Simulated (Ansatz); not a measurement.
**NiH2S2: relaxing a made-up structure**

This structure for NiH2S2 is made up. Its elements were placed in a known structure type with a cell scaled to their sizes. What cell does the guess relax to, and how far off was it?

Method: DFT, PBE, plane-wave PAW, files of the set soft_1, scalar-relativistic, ferromagnetic start, cell and ions relaxed at zero pressure; PAW set soft_1, in Ansatz 0.2.0.

## 1. The structure

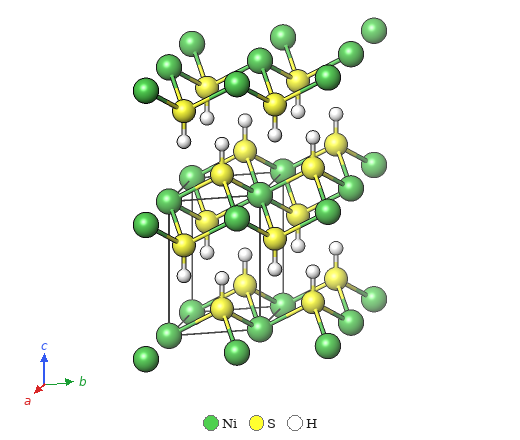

The starting structure, seen slightly off an axis (nickel green, sulfur yellow, hydrogen white). 2×2×2 cells are drawn. Bonds to atoms that aren't drawn are left out. Some periodic images of atoms are drawn too.

## 2. Relaxation of the guess

The guess takes its coordinates from another compound and its volume from a rule, so the cell and any free coordinates are relaxed together.

Contents of input.yaml:

```yaml
crystal:
  lattice:
    - [3.893, 0.0, 0.0]
    - [-1.9465, 3.371436897, 0.0]
    - [0.0, 0.0, 5.713]
  atoms:
    - { symbol: Ni, position: [0.0, 0.0, 0.0], spin: 1.0 }
    - { symbol: S, position: [0.666666667, 0.333333333, 0.7738] }
    - { symbol: S, position: [0.333333333, 0.666666667, 0.2262] }
    - { symbol: H, position: [0.666666667, 0.333333333, 0.5462] }
    - { symbol: H, position: [0.333333333, 0.666666667, 0.4538] }
magnetization:
  spin_polarized: true
kpoints:
  mp_grid: { grid: [8, 8, 5] }
scf:
  occupations: { method: fermi_dirac, width: 0.05 }
hamiltonian:
  xc: pbe
  pseudopotentials: { kind: paw, azcp: { folder: soft_1 } }
relax:
  f_tol: 0.015
  max_steps: 70
  cell: {}
output:
  forces: true
  stress: true
```

Launch:

```console
> ansatz run input.yaml --threads 4 --pin off --max-ram 8192MiB --backend cpu --events-out ev --progress --plain --runs-dir out
```

Numbers of over 12 decimals in the logs are rounded to 6 here.

Output:

```text
Engine: ansatz 0.2.0, aarch64-unknown-linux-gnu
Pseudopotentials: kind: paw
Pseudopotential: Ni, paw, valence charge 18, recommended cutoff 420 eV (normal), soft_1/Ni.paw.azcp
Pseudopotential: S, paw, valence charge 6, recommended cutoff 420 eV (normal), soft_1/S.paw.azcp
Pseudopotential: H, paw, valence charge 1, recommended cutoff 420 eV (normal), soft_1/H.paw.azcp
Functional definition: PBE
  parameter kappa = 0.804
  parameter beta = 0.066725
  exchange = pbe_x(kappa = kappa, mu = beta*pi^2/3)
  correlation = pbe_c(beta = beta)
Crystal: 5 atoms, lattice volume = 74.983 Å³
Basis set: ecut = 420 eV, 1507 PW (Γ), exchange–correlation on 54×54×80 points (8 copies of the dense FFT grid, shifted against one another)
Bands: 22, of which v1, the nominal top of the filled ones, is band 16 counted from 1 (15 counted from 0)
Symmetry: 12 space group operations
Space group: P-3m1 (ITA 164), of the structure as read, at distance tolerance 4.2e-5 Å
Magnetic group: BNS 164.85 (UNI 1315), of the structure as read, at distance tolerance 4.2e-5 Å
k-points: 40 of 320
Non-local potential: Ni, projectors of the file, l = 0: 3, l = 1: 2, l = 2: 3, l = 3: 1
Non-local potential: S, projectors of the file, l = 0: 2, l = 1: 2, l = 2: 1
Non-local potential: H, projectors of the file, l = 0: 2, l = 1: 1
PAW form: soft (Blöchl's): semilocal exchange-correlation on the pseudo side does not see the compensation charge
PAW one-centre angular grid: Ni, 590 points (default); XC on 64 Gauss nodes
PAW one-centre angular grid: S, 110 points (default); XC on 64 Gauss nodes
PAW one-centre angular grid: H, 110 points (default); XC on 64 Gauss nodes
Initial density: superposition of atomic densities (chi_scale 0.1, normalization cell, long waves kept (reshape's long-wave potential 0.04 eV rms))
Starting moments: Σ|m| = 1 μB on 1 of 5 sites
Initial wavefunctions: pseudopotential atomic-orbital guess
Functional: x = pbe(κ = 0.804, μ = 0.219515), c = pbe(β = 0.066725)
SCF iter   1: F=—  HF=-7674.353866 eV  |F-HF|=—  |Δ(HF+E_count)|=         —  Δρ=4.45e-2 (↑4.45e-2 ↓3.53e-2)  dr2=2.95e0  dr2_m=2.12e-1  M=1.456 μB ∫|m|=1.457 μB  β_m=0.30  ethr=3.10e-3  ⟨swp⟩=7.0  Hψ=9851  notcnv=0
Mixer restart at iter 1: flushing history
preconditioner: auto → Kerker (q_TF=auto, 2.367 Å⁻¹)  [metal: Δε(μ)=0.027 eV  Ē_g=9.290 eV  σ=0.050 eV  W_gap=0.14  n_scr=22 (ndim 8)  ℏωp=21.0 eV  f_vac=0.016  D(μ)=3.41/eV (n_scr^D=22)]
spin=Collinear: Kerker preconditioning applied to the charge; magnetization (m = ρ↑ − ρ↓) channel mixes plain (no charge-response kernel on spin).
SCF iter   2: F=—  HF=-7675.077141 eV  |F-HF|=—  |Δ(HF+E_count)|=   7.23e-1  Δρ=2.94e-2 (↑2.67e-2 ↓2.94e-2)  dr2=1.01e0  dr2_m=2.40e-1  M=1.626 μB ∫|m|=1.631 μB  β_m=0.47  ethr=3.10e-3  ⟨swp⟩=2.2  Hψ=3430  notcnv=0  defer=80
SCF iter   3: F=—  HF=-7675.430169 eV  |F-HF|=—  |Δ(HF+E_count)|=   3.53e-1  Δρ=2.09e-2 (↑2.09e-2 ↓1.27e-2)  dr2=8.05e-1  dr2_m=5.12e-2  M=1.758 μB ∫|m|=1.773 μB  β_m=0.50  ethr=3.10e-3  ⟨swp⟩=2.0  Hψ=2383  notcnv=0  defer=79
SCF iter   4: F=—  HF=-7675.415870 eV  |F-HF|=—  |Δ(HF+E_count)|=   1.43e-2  Δρ=7.53e-3 (↑4.30e-3 ↓7.53e-3)  dr2=1.01e-1  dr2_m=5.73e-3  M=1.962 μB ∫|m|=2.009 μB  β_m=0.75  ethr=2.51e-3  ⟨swp⟩=2.9  Hψ=2919  notcnv=0  defer=80
SCF iter   5: F=—  HF=-7675.476333 eV  |F-HF|=—  |Δ(HF+E_count)|=         —  Δρ=8.05e-3 (↑2.05e-3 ↓8.05e-3)  dr2=3.29e-2  dr2_m=1.48e-2  M=1.990 μB ∫|m|=2.050 μB  β_m=0.75  ethr=3.17e-4  ⟨swp⟩=3.1  Hψ=3544  notcnv=0  defer=80
Mixer restart at iter 5: flushing history
SCF iter   6: F=—  HF=-7675.486669 eV  |F-HF|=—  |Δ(HF+E_count)|=   1.03e-2  Δρ=4.56e-3 (↑4.56e-3 ↓3.56e-3)  dr2=2.99e-2  dr2_m=2.19e-4  M=1.986 μB ∫|m|=2.047 μB  β_m=0.66  ethr=1.03e-4  ⟨swp⟩=2.1  Hψ=3450  notcnv=0  defer=80
SCF iter   7: F=—  HF=-7675.480413 eV  |F-HF|=—  |Δ(HF+E_count)|=   6.26e-3  Δρ=3.67e-3 (↑9.71e-4 ↓3.67e-3)  dr2=1.17e-2  dr2_m=1.54e-3  M=1.991 μB ∫|m|=2.056 μB  β_m=0.63  ethr=9.34e-5  ⟨swp⟩=2.0  Hψ=4084  notcnv=0  defer=80
SCF iter   8: F=—  HF=-7675.480167 eV  |F-HF|=—  |Δ(HF+E_count)|=   2.46e-4  Δρ=1.12e-3 (↑4.53e-4 ↓1.12e-3)  dr2=2.10e-3  dr2_m=2.24e-4  M=1.991 μB ∫|m|=2.055 μB  β_m=0.82  ethr=3.65e-5  ⟨swp⟩=2.0  Hψ=2575  notcnv=0  defer=80
SCF iter   9: F=—  HF=-7675.481033 eV  |F-HF|=—  |Δ(HF+E_count)|=   8.66e-4  Δρ=4.71e-4 (↑1.78e-4 ↓4.71e-4)  dr2=3.73e-4  dr2_m=2.77e-5  M=1.991 μB ∫|m|=2.056 μB  β_m=0.91  ethr=6.57e-6  ⟨swp⟩=2.1  Hψ=2761  notcnv=0  defer=80
SCF iter  10: F=—  HF=-7675.481239 eV  |F-HF|=—  |Δ(HF+E_count)|=   2.06e-4  Δρ=3.00e-4 (↑1.09e-4 ↓3.00e-4)  dr2=9.44e-5  dr2_m=7.36e-6  M=1.991 μB ∫|m|=2.056 μB  β_m=0.95  ethr=1.16e-6  ⟨swp⟩=2.1  Hψ=2531  notcnv=0  defer=80
SCF iter  11: F=—  HF=-7675.481253 eV  |F-HF|=—  |Δ(HF+E_count)|=   1.42e-5  Δρ=1.82e-5 (↑1.82e-5 ↓1.71e-5)  dr2=1.27e-6  dr2_m=6.24e-8  M=1.991 μB ∫|m|=2.056 μB  β_m=0.98  ethr=2.95e-7  ⟨swp⟩=2.1  Hψ=2441  notcnv=0  defer=80
SCF iter  12: F=—  HF=-7675.481256 eV  |F-HF|=—  |Δ(HF+E_count)|=   2.23e-6  Δρ=7.88e-6 (↑4.96e-6 ↓7.88e-6)  dr2=1.50e-7  dr2_m=7.36e-9  M=1.991 μB ∫|m|=2.056 μB  β_m=0.99  ethr=3.97e-9  ⟨swp⟩=2.2  Hψ=2785  notcnv=0  defer=80
SCF iter  13: F=-7675.481256 eV  HF=-7675.481256 eV  |F-HF|=3.80e-8  |Δ(HF+E_count)|=   2.12e-7  Δρ=8.98e-6 (↑1.07e-6 ↓8.98e-6)  dr2=5.86e-8  dr2_m=1.38e-8  M=1.991 μB ∫|m|=2.056 μB  ethr=3.13e-10  ⟨swp⟩=3.1  Hψ=6828  notcnv=0
SCF 1 converged in 13 iterations: F = -7675.481256 eV  dr2 = 5.86e-8
  greatest PAW one-centre occupation: 1.001 electrons in one spin orbital (limit 2), on the Ni atom at site 0 (counted from 0), in its partial waves of l = 1
relax step   1: F+E_penalty+E_count = -7675.48125582 eV  Δ(F+E_penalty+E_count) = +0.000e0 eV  max|allowed force component| = 3.028e0 eV/Å  Δτ_max = 0.0000 Å  P = -3.424 GPa  Ω = 74.983 Å³  (13 SCF iters, dr2 threshold 1.00e-7 eV, accepted)
[... from here on, the SCF cycles and remarks between the steps are left out ...]
relax step   2: F+E_penalty+E_count = -7675.90530028 eV  Δ(F+E_penalty+E_count) = -4.240e-1 eV  max|allowed force component| = 6.674e-1 eV/Å  Δτ_max = 0.1945 Å  P = -0.797 GPa  Ω = 72.070 Å³  energy of the carried Pulay correction = +1.401e-3 eV  (10 SCF iters, dr2 threshold 5.00e-7 eV, accepted)
relax step   3: F+E_penalty+E_count = -7676.01445327 eV  Δ(F+E_penalty+E_count) = -1.092e-1 eV  max|allowed force component| = 1.656e-1 eV/Å  Δτ_max = 0.0108 Å  P = +0.184 GPa  Ω = 69.464 Å³  energy of the carried Pulay correction = +2.703e-3 eV  (9 SCF iters, dr2 threshold 5.00e-7 eV, accepted)
relax step   4: F+E_penalty+E_count = -7676.03979680 eV  Δ(F+E_penalty+E_count) = -2.534e-2 eV  max|allowed force component| = 1.035e-2 eV/Å  Δτ_max = 0.0632 Å  P = +0.449 GPa  Ω = 70.064 Å³  energy of the carried Pulay correction = +2.399e-3 eV  (9 SCF iters, dr2 threshold 5.00e-7 eV, accepted)
relax step   5: F+E_penalty+E_count = -7676.04510529 eV  Δ(F+E_penalty+E_count) = -5.308e-3 eV  max|allowed force component| = 2.467e-3 eV/Å  Δτ_max = 0.0607 Å  P = +0.250 GPa  Ω = 71.901 Å³  energy of the carried Pulay correction = +1.484e-3 eV  (8 SCF iters, dr2 threshold 5.00e-7 eV, accepted)
relax step   6: F+E_penalty+E_count = -7676.04611461 eV  Δ(F+E_penalty+E_count) = -1.009e-3 eV  max|allowed force component| = 2.560e-2 eV/Å  Δτ_max = 0.0483 Å  P = +0.073 GPa  Ω = 73.545 Å³  energy of the carried Pulay correction = +6.849e-4 eV  (9 SCF iters, dr2 threshold 2.57e-7 eV, accepted)
relax step   7: F+E_penalty+E_count = -7676.04607586 eV  Δ(F+E_penalty+E_count) = +3.876e-5 eV  max|allowed force component| = 4.016e-3 eV/Å  Δτ_max = 0.0038 Å  P = +0.001 GPa  Ω = 73.723 Å³  energy of the carried Pulay correction = +5.993e-4 eV  (7 SCF iters, dr2 threshold 8.41e-8 eV, accepted)
relax step   8: F+E_penalty+E_count = -7676.04674063 eV  Δ(F+E_penalty+E_count) = -6.648e-4 eV  max|allowed force component| = 2.506e-3 eV/Å  Δτ_max = 0.0000 Å  P = +0.040 GPa  Ω = 73.723 Å³  stress off target by 1.65e-1 GPa  SCF on the basis re-selected at this cell (its energy is not comparable with the rows above)  (22 SCF iters)
relax step   9: F+E_penalty+E_count = -7676.04699222 eV  Δ(F+E_penalty+E_count) = -2.516e-4 eV  max|allowed force component| = 1.038e-2 eV/Å  Δτ_max = 0.0264 Å  P = +0.081 GPa  Ω = 74.473 Å³  energy of the carried Pulay correction = -2.874e-4 eV  (9 SCF iters, dr2 threshold 6.85e-8 eV, accepted)
relax step  10: F+E_penalty+E_count = -7676.04688339 eV  Δ(F+E_penalty+E_count) = +1.088e-4 eV  max|allowed force component| = 9.095e-3 eV/Å  Δτ_max = 0.0151 Å  P = -0.012 GPa  Ω = 75.051 Å³  energy of the carried Pulay correction = -5.153e-4 eV  (8 SCF iters, dr2 threshold 6.01e-8 eV, accepted)
relax step  11: F+E_penalty+E_count = -7676.04743698 eV  Δ(F+E_penalty+E_count) = -5.536e-4 eV  max|allowed force component| = 8.830e-3 eV/Å  Δτ_max = 0.0000 Å  P = -0.010 GPa  Ω = 75.051 Å³  stress off target by 1.21e-2 GPa  SCF on the basis re-selected at this cell (its energy is not comparable with the rows above)  (13 SCF iters)
basis re-selected at this cell: Δ(F+E_penalty+E_count) = -5.536e-4 eV, ΔP = +0.002 GPa vs the last step (what re-selecting the basis moved, of the pressure what is left beyond the Pulay correction that the steps carried, after the strain that the cell walked since its last selection, with what the two solves' SCF thresholds leave and, on support functions, any second-order correction that the steps lacked; it is no m [...]
SCF converged after 13 iterations
Magnetization: 1.9520 μB (16.9760 up, 15.0240 down)
Absolute magnetization: 2.0159 μB (∫|ρ↑−ρ↓|, with the PAW one-centre terms)
Spin contamination: 0.0064 ħ² per cell (⟨S²⟩ above its minimum at these occupations)
Per-site moments (μB) at R_I (Å): [(1.300954, 0.994902), (0.060006, 0.561257), (0.060006, 0.561257), (0.00582146, 0.561257), (0.00582146, 0.561257)]
Free energy (F): -7676.047437 eV
Harris-Foulkes:  -7676.047437 eV  (|F-HF|=3.64e-12)
Internal energy: -7676.039423 eV  (E = F + TS)
E sigma→0 (E₀):  -7676.043430 eV
Entropy (-TS):   -0.008014 eV (-1.603 meV/atom)
Fermi energy:    5.399572 eV
--- Per-component energies (eV) ---
  E_band       = -546.007229
  E_kinetic    = 573.050777
  E_local      = -6052.993326  (includes V_loc(G=0)·N_el)
  E_nonlocal   = -45.531093
  E_hartree    = 2964.700360
  E_xc         = -306.404949
  E_vxc        = -331.166101  (∫ρ·V_xc dr)
  E_paw        = -2874.928255  (= ΣΔE_a)
  E_vpaw       = -618.766969  (= ΣTr[D̂ρ^β])
  E_aug_tail   = -0.000932  (compensation charges beyond the density's cutoff)
  E_ewald      = -1933.932005
  E_smearing   = -0.008014  (= −TS)
  E_closure    = -0.000000  (closes the sum)
  Σ components = -7676.047437   (vs F -7676.047437, Δ=0.00e0)
--- Forces (eV/Å), atoms counted from 1 ---
  atom   1  Ni     0.00000000    -0.00000000     0.00000000
  atom   2  S      0.00000000     0.00000000     0.00883031
  atom   3  S     -0.00000000    -0.00000000    -0.00883031
  atom   4  H     -0.00000000    -0.00000000    -0.00233403
  atom   5  H      0.00000000     0.00000000     0.00233403
  max |Σ_I F_I| component: 4.63e-18 eV/Å
--- Stress (GPa, compression-positive) ---
       -0.012140      -0.000000       0.000000
       -0.000000      -0.012140       0.000000
        0.000000       0.000000      -0.005488
  P = ⅓ Tr σ = -0.0099 GPa (-0.099 kbar)
--- Relaxed structure (9 steps of the walk, 9 accepted, 2 SCFs on fresh bases) ---
  F+E_penalty+E_count = -7676.04743698 eV   max|allowed force component| = 8.830e-3 eV/Å   (the final SCF, on the basis selected at the relaxed cell)
  cell:  # Å, volume = 75.0509 Å³
    - [3.688424, 0, 1.799773071833538e-17]
    - [-1.844212, 3.194269, -1.2056193528926388e-18]
    - [2.641177384865801e-17, 1.3205886924329123e-17, 6.370060]
  atoms:
    - { symbol: Ni, position: [0, 0, -8.502057995335305e-19] }
    - { symbol: S, position: [0.666667, 0.333333, 0.822229] }
    - { symbol: S, position: [0.333333, 0.666667, 0.177771] }
    - { symbol: H, position: [0.666667, 0.333333, 0.608633] }
    - { symbol: H, position: [0.333333, 0.666667, 0.391367] }
```

Run time: 30 s. Hardware: 4 threads of Arm Neoverse V1, shared host; peak memory 0.45 GiB.

Step by step:

```tsv
step	energy less that of the first step (eV)	largest force component (eV/Å)	pressure (GPa)	volume (Å³)
1	0.0000	3.0285	-3.42	74.98
2	-0.4240	0.6674	-0.80	72.07
3	-0.5332	0.1656	0.18	69.46
4	-0.5585	0.0103	0.45	70.06
5	-0.5638	0.0025	0.25	71.90
6	-0.5649	0.0256	0.07	73.54
7	-0.5648	0.0040	0.00	73.72
8*	-0.5655	0.0025	0.04	73.72
9	-0.5657	0.0104	0.08	74.47
10	-0.5656	0.0091	-0.01	75.05
11*	-0.5662	0.0088	-0.01	75.05
```

Relaxation steps marked * repeat the geometry before them on a plane-wave basis chosen anew for their cell, so energy and pressure can jump there.

The run keeps the 12 symmetry operations that it works with, so distortions that break them were not tested.

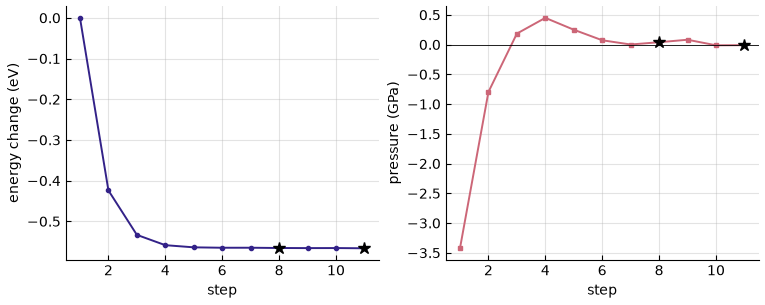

Energy and pressure along the relaxation. Stars mark steps on a basis chosen anew.

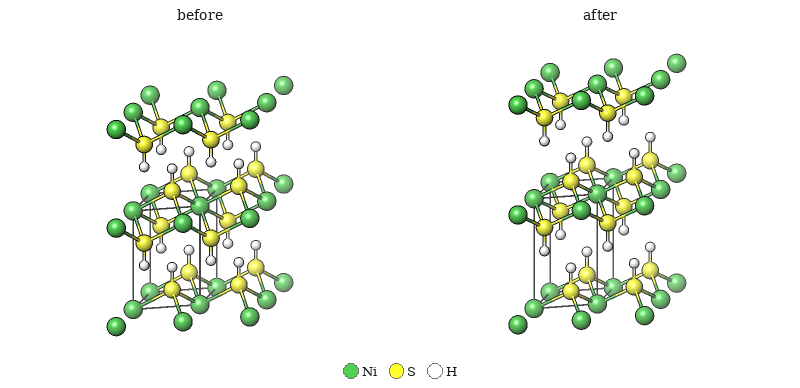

The structure before and after the relaxation, drawn at the same scale. Bonds to atoms that aren't drawn are left out.

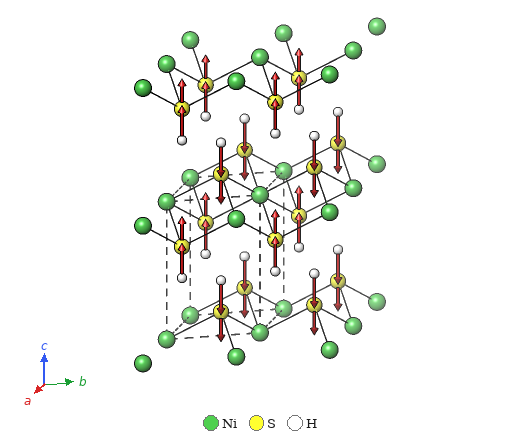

Displacements in the relaxation, exaggerated, measured against the changing cell; the longest in the cell stands for 0.40 Å. Bonds to atoms that aren't drawn are left out. 2×2×2 cells are drawn. Some periodic images of atoms are drawn too.

```tsv
conventional cell, symmetrised	before	after	change
a (Å)	3.893	3.688	-5.3 %
b (Å)	3.893	3.688	-5.3 %
c (Å)	5.713	6.370	+11.5 %
volume (Å³/atom)	15.00	15.01	+0.1 %
```

The atoms that moved most (Å, as changes of fractional coordinates times the final cell):

```tsv
atom	dx	dy	dz	length
H4	0.000	0.000	0.398	0.398
H5	0.000	0.000	-0.398	0.398
S3	0.000	0.000	-0.308	0.308
S2	0.000	0.000	0.308	0.308
```

Final coordinates:

```xyz
5
Lattice="3.6884 0.0000 0.0000 -1.8442 3.1943 0.0000 0.0000 0.0000 6.3701" Properties=species:S:1:pos:R:3 pbc="T T T"
Ni    0.0000    0.0000    0.0000
S     1.8442    1.0648    5.2376
S     0.0000    2.1295    1.1324
H     1.8442    1.0648    3.8770
H     0.0000    2.1295    2.4930
```

This step gave:

```yaml
free_energy: -7676.0474 eV
energy_at_zero_smearing: -7676.0434 eV
smearing_term_ts: 0.008014 eV
fermi_energy: 5.400 eV
gap_by_band_count: 0.09115 eV
magnetization: 1.952 μB
absolute_magnetization: 2.016 μB
site_moments: 1.301, 0.06001, 0.06001, 0.005821, 0.005821 μB
electrons: 32
symmetry_operations: 12
pressure: -0.009923 GPa
```

Site moment by atom:

```tsv
atom	site moment (μB)
Ni1	1.30
S2	0.06
S3	0.06
H4	0.01
H5	0.01
```

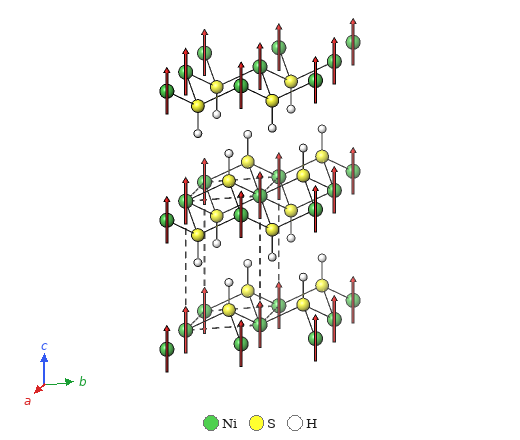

Site moment as arrows, the longest 1.30 μB. Up and down stand for the sign. Arrows give size and sign along the axis of quantisation, drawn up and down the page. Bonds to atoms that aren't drawn are left out. 2×2×2 cells are drawn. Some periodic images of atoms are drawn too.

The shortest distance of each pair, which need not be the same contact before and after:

```tsv
pair	guess (Å)	relaxed (Å)
H–S	1.300	1.361
Ni–S	2.593	2.412
H–H	2.309	2.540
S–S	3.425	3.109
H–Ni	3.431	3.279
```

The relaxation ends with a largest force component of 0.0088 eV/Å and a pressure of -0.01 GPa.

## 3. Summary of results

```json
{"space group, relaxed": "P-3m1", "conventional cell": "a = 3.688, b = 3.688, c = 6.370 Å; α = 90.0°, β = 90.0°, γ = 120.0°", "volume per atom": "15.01 Å³ (guess 15.00)", "total moment": "1.95 μB in the cell of 5 atoms"}
```

NiH2S2 relaxes to P-3m1 with a = 3.688, b = 3.688 and c = 6.370 Å. The guessed volume was near the relaxed one. The space group P-3m1 was held in the relaxation, so the end point is a stationary structure within it and may be a saddle against distortions or other arrangements. The input starts from parallel moments, and no other start was typed. Mesh and cutoff weren't tested. A vector of the cell changed its length by 12 %, more than the volume shows. No dispersion term is used, so weakly bound directions may come out too long. Nothing here tests whether the compound is stable against decomposition.

[Logs are printed without paths, hosts, clocks, repeated set-up lines and the standing remarks that a program may print on its own settings, such as how far it seeks lower states.]

[Hosts, paths, dates, database ids (printed as entryN), source tags and the programs' standing remarks are cut or masked in the printed files.]
